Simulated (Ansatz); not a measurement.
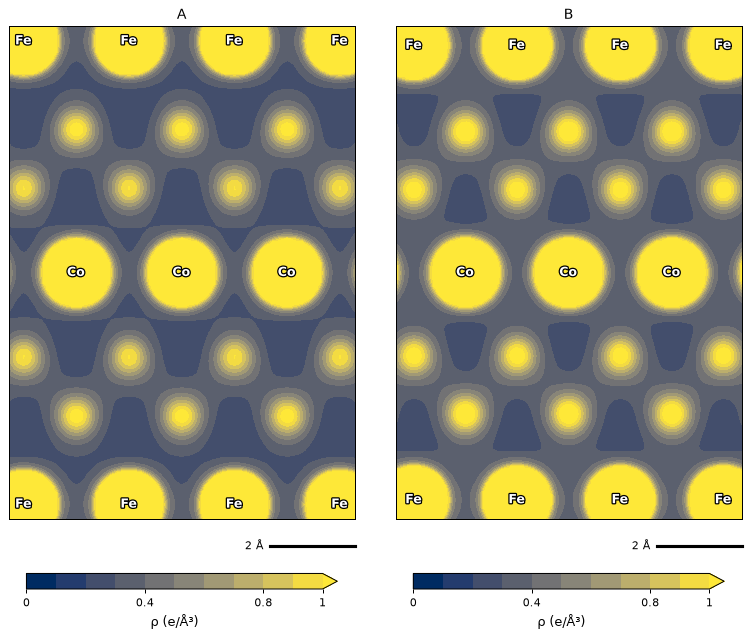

FeCo5. The valence charge density (pseudo) of two cells that differ in size, on the (011) plane of each (indices in the axes of the calculation cell), at one length scale and on one colour scale; one has 10.4 and the other 11.1 Å³ an atom.

Space group P4/mmm; a structure generated by program, which may or may not match a known phase; spin-polarised.

Computed with Ansatz 0.2.0, DFT PBE, scalar-relativistic, plane waves, PAW.

In a PAW calculation such maps are meaningful between the atoms, not at the nuclei.

The larger cell:

```cif
data_structure
_symmetry_space_group_name_H-M 'P 1'
_symmetry_Int_Tables_number 1
_cell_length_a 2.4941
_cell_length_b 2.4941
_cell_length_c 10.6763
_cell_angle_alpha 90.000
_cell_angle_beta 90.000
_cell_angle_gamma 90.000
_cell_volume 66.41
loop_
_atom_site_label
_atom_site_type_symbol
_atom_site_fract_x
_atom_site_fract_y
_atom_site_fract_z
_atom_site_occupancy
Fe1 Fe 0.50000 0.50000 0.00000 1
Co1 Co 0.00000 0.00000 0.82710 1
Co2 Co 0.50000 0.50000 0.66574 1
Co3 Co 0.00000 0.00000 0.50000 1
Co4 Co 0.50000 0.50000 0.33426 1
Co5 Co 0.00000 0.00000 0.17290 1
```

The smaller cell: a = 2.441 Å, b = 2.441 Å, c = 10.473 Å, α = 90.00°, β = 90.00°, γ = 90.00°.

Q: Which panel shows the smaller cell, and what does the compression change?

A: Panel B is the smaller cell, by 6 % in volume. From the larger cell to the smaller, Fe–Fe goes from 2.49 to 2.44 Å, and the density at its midpoint from 0.33 to 0.37 e/Å³; Co–Co goes from 2.49 to 2.44 Å, and the density at its midpoint from 0.33 to 0.36 e/Å³; the pressure goes from 0.0 to 14 GPa; the largest moment (Fe) goes from 2.6 to 2.4 μB.
